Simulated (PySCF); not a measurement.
## Excited-state calculation of C₅H₃PS

System: C₅H₃PS, SMILES C#Cc1cpcs1.
Method: TDDFT PBE0/def2-SVPD, vertical, gas phase, core orbitals frozen in the response (PySCF 2.14.0).

The geometry comes from this level: GFN2-xTB. It belongs to a series of runs on one base structure; here: OCH3 replaced by ethynyl.

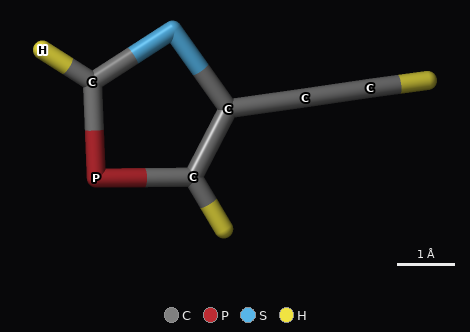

*The structure as given in the input (stick view, seen at a tilt).*

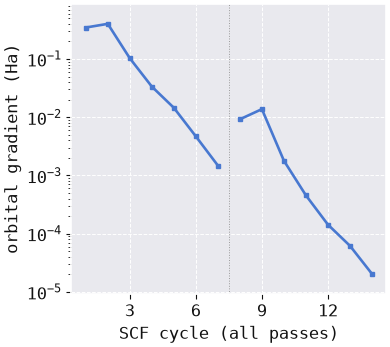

*Convergence of the self-consistent field: orbital gradient against the SCF cycle. The dotted line marks the change from a coarse to the final integration grid.*

The first 7 cycles use a coarse grid, the final grid takes over at cycle 8, and the field converges after 14 cycles in all.

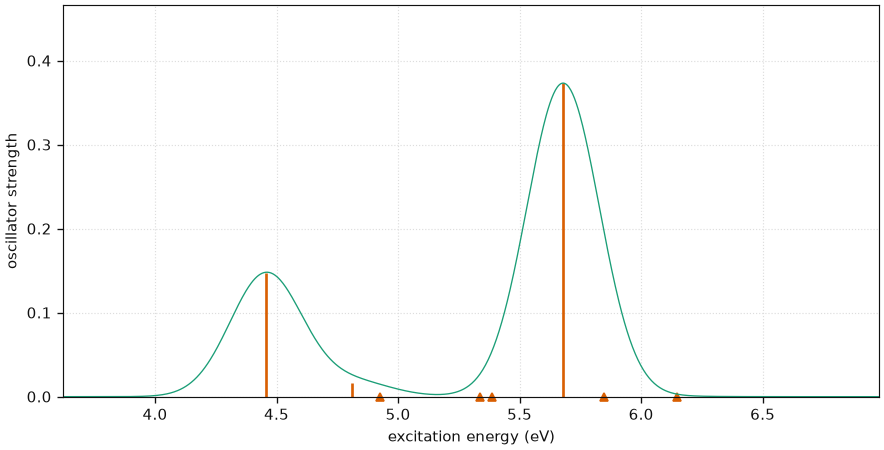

*Computed excitations as sticks (degenerate states added up, dark ones marked on the axis), with a Gaussian envelope of 0.35 eV full width at half maximum, scaled to the tallest.*

Of the 8 states the lowest lies at 4.46 eV (f = 0.147); the strongest line is at 5.68 eV, or 218 nm (f = 0.373).

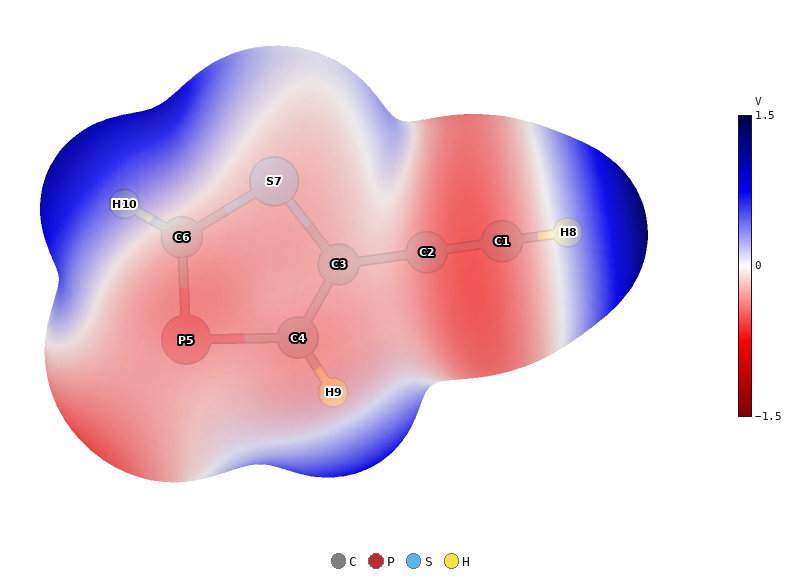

*The electrostatic potential painted on the density surface at 0.001 e/bohr³, seen at a tilt; the colour scale runs from red (negative) to blue (positive).*

Its dipole moment is 0.84 D.

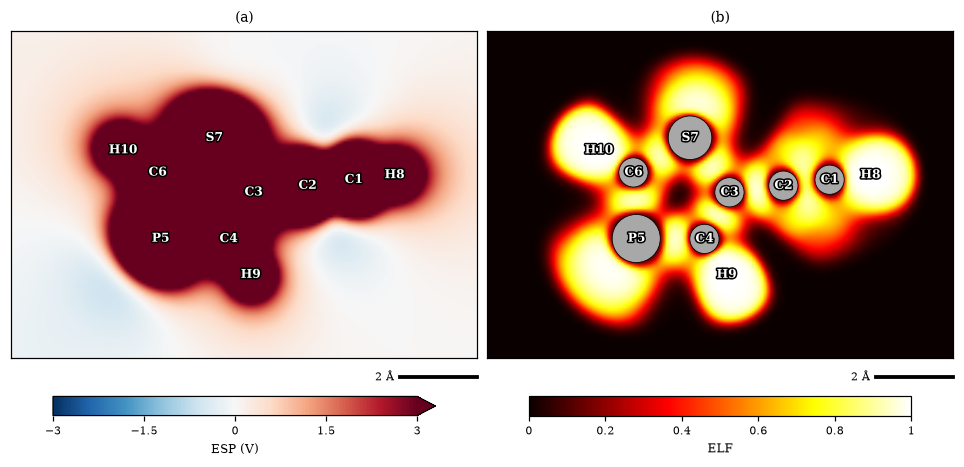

*(a) electrostatic potential; (b) ELF on the molecular plane. Grey discs, where drawn, cover atomic cores.*

Atoms in the plane: C, P, S and H. C–C (1.20 Å): the ELF peaks at about 0.85 between the atoms; a double or triple bond. C–P (1.71 Å): the ELF peaks at about 0.95 between the atoms, as expected for localised, shared-pair bonding. C–H (1.05 Å): the ELF climbs to about 1 towards the hydrogen, as it does in any bond to H; a covalent bond by its length. C–C (1.37 Å): the ELF peaks at about 0.95 between the atoms (localised, shared-pair bonding).

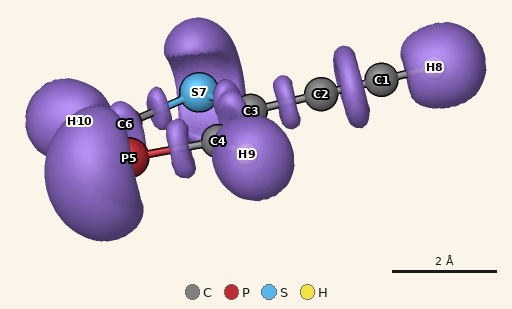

*Isosurface of the ELF at 0.85 (purple), seen at an oblique angle. Only the valence region is drawn (cores and ρ < 0.01 e/Å³ removed).*

Along the contacts the grid gives the following. C–C (1.20 Å): the ELF peaks at about 0.85 between the atoms (a double or triple bond).

The input and output of the run follow.

Input:
```
{"job": {"kind": "uv", "xc": "PBE0", "basis": "def2-SVPD", "nstates": 8, "ntriplets": 3}, "charge": 0, "multiplicity": 1}
C     -2.174988    -0.170039     1.831846
C     -1.254030    -0.103695     1.062558
C     -0.176279    -0.032330     0.168702
C     -0.080822     0.834154    -0.881778
P      1.363287     0.756576    -1.884283
C      2.035850    -0.511016    -0.960234
S      1.162683    -1.116279     0.381685
H     -2.983732    -0.220179     2.497444
H     -0.870532     1.541368    -1.083759
H      2.987446    -0.973905    -1.154711
```

The first line tells a small driver script what to run in PySCF; the rest is the geometry in Å.

Command:
```bash
OMP_NUM_THREADS=1 python <driver script> task.json out
```

What the program printed:
```
coarse grid: 10544 points
cycle   1  E = -930.8013704473  dE =  1.234e+00  |g| = 3.467e-01  |ddm| = 1.492e+01
cycle   2  E = -930.7885342296  dE =  1.284e-02  |g| = 4.015e-01  |ddm| = 3.082e+00
cycle   3  E = -930.8308327253  dE = -4.230e-02  |g| = 1.030e-01  |ddm| = 1.114e+00
cycle   4  E = -930.8337434611  dE = -2.911e-03  |g| = 3.360e-02  |ddm| = 2.779e-01
cycle   5  E = -930.8340319353  dE = -2.885e-04  |g| = 1.454e-02  |ddm| = 1.006e-01
cycle   6  E = -930.8340826379  dE = -5.070e-05  |g| = 4.692e-03  |ddm| = 3.159e-02
cycle   7  E = -930.8340885619  dE = -5.924e-06  |g| = 1.482e-03  |ddm| = 1.307e-02
final grid: 95832 points
cycle   8  E = -930.9380953549  dE = -1.260e-05  |g| = 9.218e-03  |ddm| = 1.412e-01
cycle   9  E = -930.9380669454  dE =  2.841e-05  |g| = 1.377e-02  |ddm| = 4.114e-02
cycle  10  E = -930.9381176800  dE = -5.073e-05  |g| = 1.790e-03  |ddm| = 2.863e-02
cycle  11  E = -930.9381185916  dE = -9.116e-07  |g| = 4.550e-04  |ddm| = 5.261e-03
cycle  12  E = -930.9381186474  dE = -5.583e-08  |g| = 1.430e-04  |ddm| = 1.566e-03
cycle  13  E = -930.9381186523  dE = -4.911e-09  |g| = 6.193e-05  |ddm| = 4.744e-04
cycle  14  E = -930.9381186533  dE = -9.243e-10  |g| = 2.042e-05  |ddm| = 1.464e-04
converged SCF energy = -930.9381186533

Static polarisability (au): isotropic 101.959, principal 59.643 97.780 148.454

Singlet excitations
state   eV       nm        f      main configurations
  1   4.4579    278.1   0.14723   H->L 0.94
  2   4.8117    257.7   0.01611   H-1->L 0.68, H->L+1 0.30
  3   4.9243    251.8   0.00177   H-2->L 0.97
  4   5.3371    232.3   0.00002   H->L+2 0.73, H-3->L 0.19
  5   5.3858    230.2   0.00048   H-3->L 0.70, H->L+2 0.22
  6   5.6789    218.3   0.37330   H->L+1 0.61, H-1->L 0.24
  7   5.8480    212.0   0.00001   H->L+3 0.67, H-1->L+2 0.21
  8   6.1455    201.7   0.00043   H-1->L+2 0.70, H->L+3 0.18

Triplet excitations (Tamm-Dancoff, eV): 2.8317 3.7147 4.2167
```

Results in brief:

```csv
quantity,value
outcome,converged
total energy,−930.938119 hartree
HOMO,−6.86 eV
LUMO,−1.83 eV
dipole moment,0.84 D
mean polarisability,101.96 a.u.
lowest singlet excitation,4.46 eV
hardware,"1 CPU thread, shared host"
wall time,45 s
peak memory,0.66 GiB
```
